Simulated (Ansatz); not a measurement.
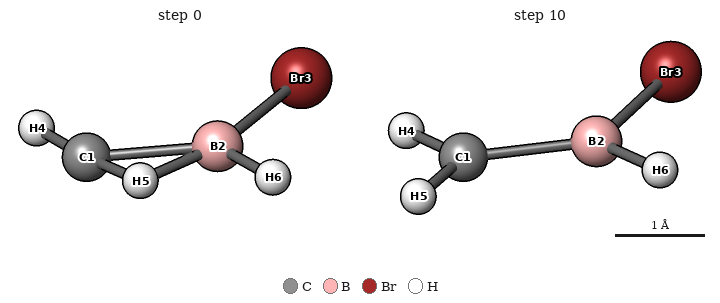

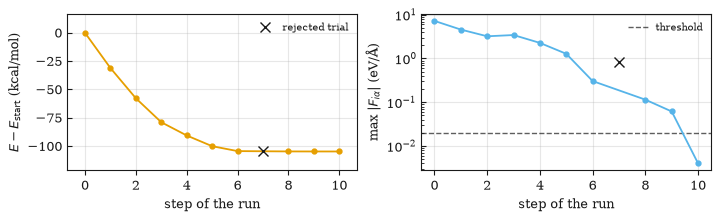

First and last geometry of a relaxation of CH$_{3}$BBr (multiplicity 2), with the history of the run. A ball-and-stick model, seen from a free direction.

The run prepares an end point of a later path (hydrogen shift) calculation, from a guessed geometry.

Level of theory: Ansatz 0.2.0, UKS BHLYP/def2-SVP.

The input:
```yaml
crystal:
  periodic: [false, false, false]
  atoms:
    - { symbol: C, position_ang: [-0.43805, -0.12103, -0.67871] }
    - { symbol: B, position_ang: [0.51992, 0.00091, 0.45758] }
    - { symbol: Br, position_ang: [-0.06107, 0.86647, 2.04448] }
    - { symbol: H, position_ang: [-1.45025, 0.25516, -0.64663] }
    - { symbol: H, position_ang: [0.52242, -0.46216, -0.61688] }
    - { symbol: H, position_ang: [1.61838, -0.40376, 0.43724] }
magnetization:
  spin_polarized: true
  initial_magnetization: 1
basis:
  gaussian: { orbitals: def2-SVP }
hamiltonian:
  xc: { name: BHLYP }
relax:
  f_tol: 0.02
  max_steps: 50
```

Run as
```bash
ansatz run input.yaml --threads 2 --pin off --max-ram 3072MiB --backend cpu --events-out ev --progress --plain --runs-dir out
```

**Read the history and describe the run.**

It converged. The atom that moves furthest after the best rigid fit is H5 (0.96 Å). Largest moves by element: H 0.96 Å, B 0.23 Å, C 0.20 Å, Br 0.19 Å. Some distances before and after: B2–H5 1.170 → 2.286 Å, C1–H5 1.021 → 1.087 Å, C1–B2 1.491 → 1.518 Å, B2–H6 1.171 → 1.193 Å. Bonds break: B2–H5 (1.17 → 2.29 Å). Among the angles between lasting bonds that change: B2–C1–H5 51.5° → 121.8°, H4–C1–H5 174.8° → 115.2°. Over 9 accepted moves (10 points after the start) the energy falls by 104.7 kcal/mol. The largest force component goes from 7.2 to 0.004 eV/Å. The line search rejected the trial step at point 7 of the run.

```
step  E − E(0), kcal/mol  largest force component, eV/Å      note
   0                0.00                         7.2267          
   1              -31.08                         4.5812          
   2              -57.74                         3.2179          
   3              -78.90                         3.4361          
   4              -90.58                         2.2718          
   5             -100.03                         1.2799          
   6             -104.36                         0.3052          
   7             -104.04                         0.8160  rejected
   8             -104.65                         0.1147          
   9             -104.68                         0.0616          
  10             -104.69                         0.0040
```
